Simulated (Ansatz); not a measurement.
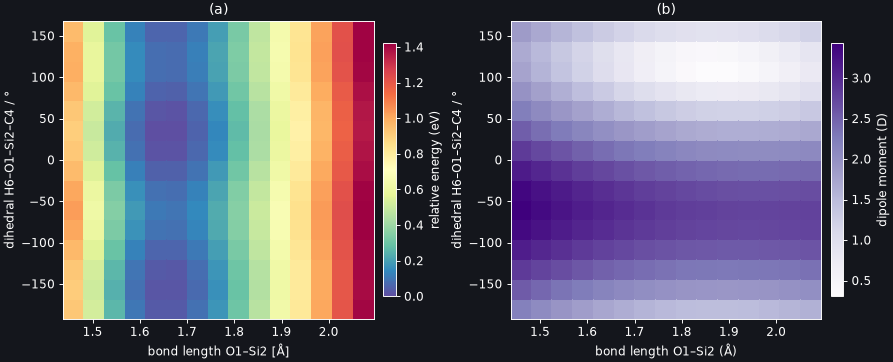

CH₃BrO₂Si, SMILES O[Si]1(Br)CO1. Coordinates scanned: (1) bond length O1–Si2; (2) dihedral H6–O1–Si2–C4. Nothing is relaxed (all other coordinates rigid). The scan uses a 15 × 15 grid. Energies: eV, counted from the lowest grid point. All numbers below come from RKS PBE-D4/def2-SVP in Ansatz 0.2.0.

Panel (a) is the energy; panel (b) is the computed dipole moment, in D.

In the figure: one coloured cell a grid point.

How does the dipole moment vary over the map, and what is it at the lowest grid point?

Leaving out the highest fifth of the energies, it runs from 0.31 D at bond length O1–Si2 = 1.855 Å, dihedral H6–O1–Si2–C4 = 108° to 3.32 D at bond length O1–Si2 = 1.504 Å, dihedral H6–O1–Si2–C4 = −60°. At the lowest grid point, bond length O1–Si2 = 1.680 Å, dihedral H6–O1–Si2–C4 = 36°, it is 1.92 D.
